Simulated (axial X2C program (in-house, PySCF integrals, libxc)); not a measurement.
## Relativistic diatomic calculation, with input and output: RuC⁻

RuC⁻, single determinant with Ω = 5/2. The distance is the PBE0 minimum at charge −1. Computed at this level: expectation values, HF and Kohn-Sham, two-component X2C with atomic mean-field Coulomb and Gaunt terms, Ru dyall-acv3z, C dyall-av3z (cores contracted) (axial X2C program (in-house, PySCF integrals, libxc)).

Key numbers:

- outcome: converged; the levels of theory disagree widely; a filled level lies above zero
- hardware: 1 thread of Arm Neoverse N1, 98 GiB of memory available, shared host
- wall time: 9.7 s
- peak memory: 0.43 GiB

Notes:

The highest filled level (PBE0, up to 0.40 eV) lies above zero. That is common for anions, where the functional's self-interaction leaves the outer electrons unbound; only the finite basis holds them, so such levels depend on it.

The input:
```
{"zs": [44, 6], "q": -1, "bas": ["dyall-acv3z", "dyall-av3z"], "r0": 1.81, "levels": ["PBE0", "HF", "PBE50", "PBE", "LDA"], "nst": 3}
```

The line is the task of a batch: nuclear charges, charge, bases, the levels to run, a first guess of the distance and further settings. This report covers the levels named above. The log is that of the reference distance, started from orbitals converged before.

The run was one of a batch that the task file lists, launched with:
```bash
python <driver script> task.json out
```

Output:
```
two-component X2C + atomic mean field  PBE0
basis functions 217  fitting functions 1032  grid points 5074
iter        total energy     max residual
   1      -4566.297550357     1.76e-05
   2      -4566.297550371     2.05e-05
   3      -4566.297550378     1.35e-05
   4      -4566.297550382     7.66e-06
   5      -4566.297550385     3.39e-06
   6      -4566.297550387     1.71e-06
converged
one-electron -6472.90579554  Coulomb 1962.39683854  exact exchange -34.35123984  xc functional -105.43373031  nuclear repulsion 86.23628622  atomic mean-field constant -2.23990946
```

Expectation values by level of theory:

| quantity | PBE0 | HF | PBE50 | PBE | LDA |
| --- | --- | --- | --- | --- | --- |
| effective field for an electron dipole moment (GV/cm) | 0.305 | 3.62 | 0.505 | 0.157 | 0.0191 |
| field gradient at the first nucleus (a.u.) | 1.06 | 2.04 | 1.44 | 0.695 | 0.742 |
| field gradient at the second nucleus (a.u.) | −0.483 | −0.257 | −0.493 | −0.462 | −0.470 |
| A∥/gI, first nucleus (MHz) | 431 | 183 | 444 | 414 | 386 |
| A∥/gI, second nucleus (MHz) | 1.94 | −23.2 | 0.877 | 2.74 | 2.20 |

Each column comes from one determinant, in a basis with contracted cores. The levels disagree widely: the effective field runs from 0.0191 to 3.62 GV/cm, A∥/gI at the first nucleus runs from 183 to 444 MHz, A∥/gI at the second nucleus runs from −23.2 to 2.74 MHz and the field gradient at the first nucleus runs from 0.695 to 2.04 a.u. They may not all have settled in the same state, and these values aren't reliable properties of the molecule.

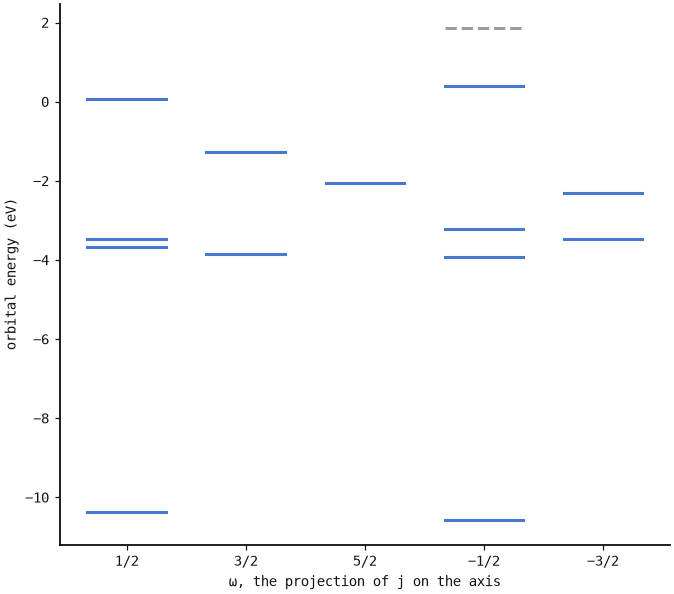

Orbital energies (PBE0) near the frontier at 1.62 Å, filled (solid) and empty (dashed). The highest filled spinor (−1/2; 52 % Ru s, 22 % C p) lies at 0.40 eV, the lowest empty one (−1/2; 98 % Ru p) at 1.85 eV. A filled level above zero is held only by the finite basis .
